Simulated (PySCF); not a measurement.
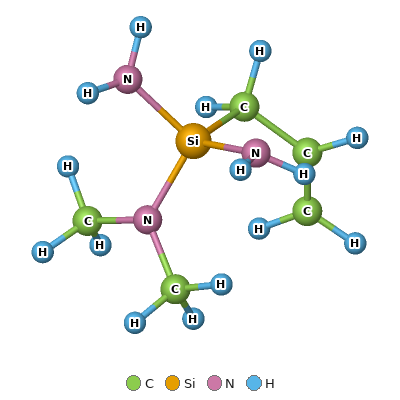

Structure of C₅H₁₅N₃Si, SMILES C=CC[Si](N)(N)N(C)C.

Simulated rotational absorption lines between 2 and 20 GHz at 10 K: rigid rotor with the equilibrium constants and dipole of one optimised conformer (PBE0-D3(BJ)/def2-SVP, PySCF), commonest isotopes; no centrifugal distortion, hyperfine structure, internal rotation or nuclear-spin weights; lines within 1 MHz of each other are summed. Lines of different type are drawn apart.

Question: What are the rotational constants, and what kind of rotor is it?

Answer: Rotational constants A, B, C = 1.466, 1.164, 0.9417 GHz; Ray's κ = −0.15, an asymmetric top on the prolate side.

Question: Which dipole components drive the lines?

Answer:
|μa|, |μb|, |μc| = 0.94, 0.58, 0.98 D; a-type lines carry 47 % of the intensity in this range.

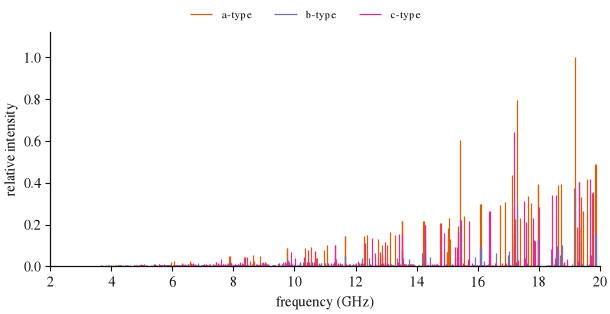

Note: coarse grid, loose stop and no frequency check, small forces are noise and the end may be a saddle.
